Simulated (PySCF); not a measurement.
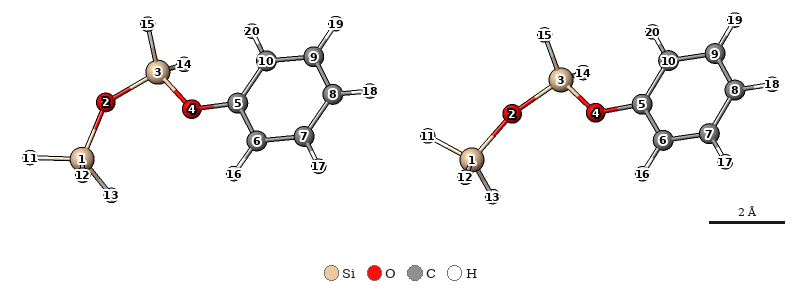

Two geometries of C6H10O2Si2, drawn at one scale. One is the start of a relaxation, the other its converged end. The picture is a ball-and-stick view, seen at a tilt.

Theory: PBE0-D3(BJ)/def2-SVP geometry optimisation, gas phase (PySCF). 

**Which one is relaxed?**

The left one is the relaxed one. The start comes from GFN2-xTB. Its atoms were then displaced at random by about 0.01 Å. H11 moves most after the best rigid fit: 0.60 Å. Largest moves by element: H 0.60 Å, O 0.36 Å, Si 0.30 Å, C 0.17 Å. Some distances before and after: Si3–O4 1.586 → 1.674 Å, Si1–H13 1.419 → 1.493 Å, Si3–H15 1.444 → 1.487 Å, Si1–H12 1.451 → 1.492 Å. Bond angles that change, for instance: Si1–O2–Si3 164.8° → 140.4°, O2–Si1–H11 102.4° → 107.4°, H11–Si1–H13 114.3° → 109.6°. The energy falls by 45.1 kJ/mol in 15 geometry steps.
